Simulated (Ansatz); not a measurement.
Geometry relaxation, with input and output: Si$_{3}$NH$_{9}$ (part 2 of 2)

Continued. System: Si$_{3}$NH$_{9}$, SMILES N[SiH2][SiH2][SiH3]. Method: RKS PBE0-D4/def2-TZVP (Ansatz 0.2.0). The geometry: PBE-D4/def2-SVP start.

Geometry of the input (Å):
```
N  -1.2814  2.3921  -0.6986
Si -0.8833  0.6940  -0.8596
Si 0.6946  0.1082  0.7847
Si 1.2114  -2.1792  0.5844
H  -1.5954  2.7163  0.2200
H  -1.8623  2.8169  -1.4279
H  -0.2814  0.4953  -2.2261
H  -2.0267  -0.2994  -0.7495
H  0.1324  0.3658  2.1625
H  1.9512  0.9284  0.6378
H  1.7765  -2.4545  -0.7844
H  -0.0358  -3.0056  0.7570
H  2.2207  -2.6132  1.6145
```

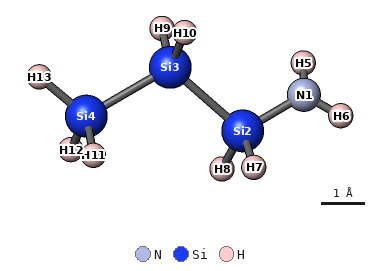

**Figure 1.** The geometry at step 6 of the log (ball-and-stick view, seen at a tilt; atoms are numbered from 1 in the order of the input).

## Trajectory as extended XYZ (Å, eV, eV/Å), 11 frames, from step=1 to step=11
```
13
Properties=species:S:1:pos:R:3:forces:R:3 step=1 energy=-25259.74863
N    -1.2814    2.3921   -0.6986   -0.4743  -0.1498   0.0329
Si   -0.8833    0.6940   -0.8596   -0.0487   0.2256  -0.0679
Si    0.6946    0.1082    0.7847    0.0791   0.0908   0.1164
Si    1.2114   -2.1792    0.5844    0.0347  -0.1579  -0.0210
H    -1.5954    2.7163    0.2200    0.1933  -0.1982  -0.5628
H    -1.8623    2.8169   -1.4279    0.3635  -0.2700   0.4568
H    -0.2814    0.4953   -2.2261   -0.1486   0.0689   0.2795
H    -2.0267   -0.2994   -0.7495    0.2160   0.2928  -0.0296
H     0.1324    0.3658    2.1625    0.1067  -0.0494  -0.2754
H     1.9512    0.9284    0.6378   -0.2562  -0.1689   0.0324
H     1.7765   -2.4545   -0.7844   -0.1158   0.0521   0.2866
H    -0.0358   -3.0056    0.7570    0.2627   0.1715  -0.0332
H     2.2207   -2.6132    1.6145   -0.2124   0.0924  -0.2147
13
Properties=species:S:1:pos:R:3:forces:R:3 step=2 energy=-25259.78675
N    -1.2887    2.3798   -0.7013   -0.1112  -0.1873   0.0593
Si   -0.8643    0.6989   -0.8499   -0.1394   0.2332  -0.0972
Si    0.7003    0.1013    0.7826    0.0362   0.0638   0.0534
Si    1.2077   -2.1738    0.5839    0.0119  -0.0855  -0.0184
H    -1.5991    2.7039    0.2064    0.0692  -0.0314  -0.1463
H    -1.8718    2.7861   -1.4238    0.1254  -0.0740   0.1103
H    -0.2830    0.5126   -2.2115   -0.0124  -0.0010   0.0713
H    -2.0128   -0.2639   -0.7474    0.0663   0.0431   0.0068
H     0.1401    0.3580    2.1464    0.0234  -0.0128  -0.0676
H     1.9471    0.9116    0.6392   -0.0564  -0.0444   0.0117
H     1.7668   -2.4520   -0.7714   -0.0249   0.0165   0.0680
H    -0.0281   -2.9921    0.7566    0.0594   0.0485  -0.0049
H     2.2062   -2.6050    1.6050   -0.0475   0.0313  -0.0464
13
Properties=species:S:1:pos:R:3:forces:R:3 step=3 energy=-25259.79070
N    -1.2798    2.3627   -0.6875   -0.0476  -0.1273  -0.0430
Si   -0.8740    0.6888   -0.8599    0.0252   0.1323   0.0480
Si    0.6935    0.1062    0.7741    0.0028  -0.0436  -0.0116
Si    1.2056   -2.1659    0.5819    0.0054   0.0143   0.0211
H    -1.5850    2.6822    0.2186    0.0166   0.0278   0.0240
H    -1.8432    2.7889   -1.4079    0.0110   0.0302  -0.0125
H    -0.2870    0.5055   -2.2141   -0.0075  -0.0016  -0.0158
H    -2.0198   -0.2680   -0.7529   -0.0034  -0.0156  -0.0068
H     0.1316    0.3628    2.1317   -0.0117   0.0050   0.0158
H     1.9387    0.9105    0.6356    0.0049   0.0194  -0.0102
H     1.7659   -2.4442   -0.7670    0.0056  -0.0104  -0.0177
H    -0.0271   -2.9783    0.7585   -0.0130  -0.0188  -0.0010
H     2.2009   -2.5859    1.6037    0.0117  -0.0116   0.0098
13
Properties=species:S:1:pos:R:3:forces:R:3 step=4 energy=-25259.79202
N    -1.2892    2.3661   -0.6914   -0.0274  -0.0771   0.0041
Si   -0.8725    0.6972   -0.8568    0.0116   0.0420   0.0128
Si    0.6946    0.1016    0.7741   -0.0052  -0.0086  -0.0132
Si    1.2087   -2.1717    0.5846   -0.0045   0.0132  -0.0014
H    -1.5861    2.6939    0.2145    0.0121   0.0286   0.0116
H    -1.8507    2.7912   -1.4135    0.0088   0.0256  -0.0127
H    -0.2882    0.5131   -2.2119    0.0015  -0.0008  -0.0184
H    -2.0138   -0.2647   -0.7502   -0.0125  -0.0171  -0.0044
H     0.1310    0.3590    2.1310   -0.0037   0.0031   0.0180
H     1.9369    0.9101    0.6332    0.0154   0.0103   0.0025
H     1.7686   -2.4513   -0.7645    0.0066  -0.0064  -0.0140
H    -0.0231   -2.9860    0.7600   -0.0124  -0.0118   0.0028
H     2.2043   -2.5931    1.6056    0.0097  -0.0008   0.0124
13
Properties=species:S:1:pos:R:3:forces:R:3 step=5 energy=-25259.79338
N    -1.3113    2.3529   -0.6838    0.0199  -0.0105  -0.0164
Si   -0.8806    0.6931   -0.8537   -0.0130   0.0035  -0.0060
Si    0.6927    0.0998    0.7738   -0.0011  -0.0034  -0.0098
Si    1.2110   -2.1731    0.5845    0.0022   0.0027   0.0055
H    -1.5960    2.7059    0.2153   -0.0063   0.0115  -0.0019
H    -1.8094    2.8157   -1.4278   -0.0049   0.0039   0.0172
H    -0.3007    0.5195   -2.2143   -0.0008   0.0038   0.0149
H    -2.0153   -0.2785   -0.7498    0.0052  -0.0089  -0.0018
H     0.1337    0.3543    2.1343   -0.0017   0.0017  -0.0003
H     1.9343    0.9112    0.6317    0.0000   0.0000   0.0015
H     1.7696   -2.4547   -0.7654    0.0017  -0.0030  -0.0032
H    -0.0182   -2.9919    0.7646   -0.0008  -0.0016   0.0005
H     2.2105   -2.5889    1.6054   -0.0004   0.0004   0.0000
13
Properties=species:S:1:pos:R:3:forces:R:3 step=6 energy=-25259.79356
N    -1.3103    2.3525   -0.6837   -0.0049   0.0138   0.0019
Si   -0.8803    0.6934   -0.8597   -0.0037   0.0002  -0.0041
Si    0.6909    0.0999    0.7688    0.0005  -0.0056   0.0008
Si    1.2103   -2.1739    0.5870   -0.0001   0.0049   0.0010
H    -1.5745    2.7063    0.2216    0.0026  -0.0021   0.0054
H    -1.8309    2.8151   -1.4123    0.0051  -0.0103  -0.0023
H    -0.2950    0.5232   -2.2174   -0.0006   0.0006  -0.0035
H    -2.0120   -0.2822   -0.7619   -0.0010  -0.0014  -0.0011
H     0.1291    0.3586    2.1275    0.0010  -0.0015   0.0002
H     1.9324    0.9116    0.6276    0.0018  -0.0005   0.0007
H     1.7710   -2.4604   -0.7614    0.0000  -0.0006   0.0004
H    -0.0187   -2.9928    0.7682    0.0000   0.0002   0.0005
H     2.2085   -2.5861    1.6105   -0.0006   0.0022   0.0003
13
Properties=species:S:1:pos:R:3:forces:R:3 step=7 energy=-25259.79360
N    -1.3103    2.3531   -0.6823    0.0035  -0.0046  -0.0003
Si   -0.8802    0.6941   -0.8616   -0.0004   0.0026   0.0013
Si    0.6909    0.0994    0.7672   -0.0007  -0.0013  -0.0014
Si    1.2102   -2.1741    0.5879    0.0007   0.0011   0.0010
H    -1.5735    2.7047    0.2241   -0.0017   0.0021   0.0013
H    -1.8329    2.8144   -1.4103   -0.0008   0.0005   0.0005
H    -0.2952    0.5267   -2.2199   -0.0005   0.0003  -0.0009
H    -2.0117   -0.2820   -0.7656    0.0000  -0.0001  -0.0009
H     0.1295    0.3584    2.1260   -0.0002  -0.0003  -0.0008
H     1.9331    0.9103    0.6264    0.0003  -0.0003   0.0001
H     1.7709   -2.4628   -0.7599    0.0002  -0.0010  -0.0002
H    -0.0188   -2.9928    0.7705    0.0000  -0.0003   0.0004
H     2.2084   -2.5841    1.6123   -0.0005   0.0013   0.0000
13
Properties=species:S:1:pos:R:3:forces:R:3 step=8 energy=-25259.79361
N    -1.3106    2.3531   -0.6805    0.0023  -0.0027   0.0002
Si   -0.8801    0.6947   -0.8639    0.0004   0.0000   0.0011
Si    0.6907    0.0989    0.7648   -0.0015  -0.0002  -0.0038
Si    1.2103   -2.1746    0.5890    0.0002  -0.0012   0.0014
H    -1.5707    2.7034    0.2273   -0.0018   0.0008  -0.0016
H    -1.8357    2.8150   -1.4062   -0.0010   0.0022   0.0014
H    -0.2954    0.5302   -2.2227    0.0009   0.0007  -0.0005
H    -2.0114   -0.2820   -0.7707    0.0000   0.0001   0.0010
H     0.1284    0.3588    2.1231    0.0003   0.0000  -0.0001
H     1.9332    0.9092    0.6243   -0.0004   0.0002   0.0004
H     1.7715   -2.4667   -0.7580    0.0003   0.0002   0.0001
H    -0.0183   -2.9935    0.7735    0.0000  -0.0002   0.0004
H     2.2084   -2.5813    1.6148    0.0003  -0.0001  -0.0001
13
Properties=species:S:1:pos:R:3:forces:R:3 step=9 energy=-25259.79362
N    -1.3112    2.3533   -0.6786    0.0016  -0.0016  -0.0032
Si   -0.8803    0.6955   -0.8668    0.0019  -0.0017   0.0045
Si    0.6903    0.0979    0.7615    0.0006   0.0012   0.0011
Si    1.2104   -2.1757    0.5907    0.0009  -0.0007  -0.0019
H    -1.5697    2.7017    0.2304   -0.0019  -0.0003  -0.0009
H    -1.8373    2.8170   -1.4025   -0.0006   0.0024   0.0018
H    -0.2951    0.5348   -2.2258   -0.0015   0.0003   0.0008
H    -2.0111   -0.2820   -0.7751    0.0004   0.0009  -0.0016
H     0.1282    0.3584    2.1198   -0.0016   0.0017   0.0001
H     1.9328    0.9083    0.6216    0.0001  -0.0005  -0.0007
H     1.7719   -2.4702   -0.7555   -0.0003  -0.0018   0.0002
H    -0.0176   -2.9947    0.7776    0.0004  -0.0001  -0.0004
H     2.2090   -2.5792    1.6174    0.0001   0.0002   0.0002
13
Properties=species:S:1:pos:R:3:forces:R:3 step=10 energy=-25259.79361 accepted=F
N    -1.3120    2.3540   -0.6769    0.0049  -0.0053  -0.0025
Si   -0.8806    0.6965   -0.8669    0.0031  -0.0023  -0.0037
Si    0.6904    0.0966    0.7600   -0.0004   0.0085  -0.0006
Si    1.2114   -2.1769    0.5911   -0.0024  -0.0040   0.0026
H    -1.5740    2.7005    0.2317   -0.0025   0.0014   0.0015
H    -1.8352    2.8191   -1.4019   -0.0017   0.0029   0.0010
H    -0.2951    0.5383   -2.2263   -0.0029   0.0004   0.0019
H    -2.0117   -0.2810   -0.7775    0.0013   0.0003  -0.0004
H     0.1275    0.3604    2.1174    0.0011  -0.0036   0.0021
H     1.9332    0.9066    0.6197   -0.0004   0.0001  -0.0013
H     1.7726   -2.4750   -0.7544   -0.0007   0.0021  -0.0003
H    -0.0165   -2.9958    0.7801    0.0005  -0.0007  -0.0004
H     2.2103   -2.5781    1.6184    0.0001   0.0001   0.0001
13
Properties=species:S:1:pos:R:3:forces:R:3 step=11 energy=-25259.79362
N    -1.3113    2.3533   -0.6779    0.0004   0.0015  -0.0016
Si   -0.8801    0.6956   -0.8666   -0.0012  -0.0004  -0.0007
Si    0.6905    0.0979    0.7614   -0.0001  -0.0002  -0.0008
Si    1.2105   -2.1760    0.5908    0.0009  -0.0011   0.0002
H    -1.5721    2.7008    0.2307   -0.0008  -0.0004   0.0010
H    -1.8359    2.8179   -1.4023    0.0003   0.0000   0.0003
H    -0.2954    0.5359   -2.2259    0.0005   0.0001   0.0008
H    -2.0111   -0.2817   -0.7762    0.0005  -0.0003   0.0005
H     0.1282    0.3594    2.1195   -0.0001   0.0002   0.0000
H     1.9331    0.9080    0.6207    0.0000  -0.0004   0.0000
H     1.7717   -2.4718   -0.7553   -0.0002   0.0004  -0.0001
H    -0.0173   -2.9954    0.7782   -0.0002   0.0007   0.0003
H     2.2093   -2.5787    1.6175    0.0001  -0.0003   0.0001
```

## Summary

```tsv
quantity	value
outcome	converged
total energy	−25259.7937 eV
mean-field energy	−25259.5395 eV
dispersion energy	−0.2542 eV
SCF solution under orbital rotations	stable
largest force (length of the vector) at the end	0.002 eV/Å
dipole moment	1.58 D
hardware	4 threads of Arm Neoverse V2, 23 GiB of memory available, shared host
wall time	37 s (CPU time 2.3 min)
peak memory	0.51 GiB
```
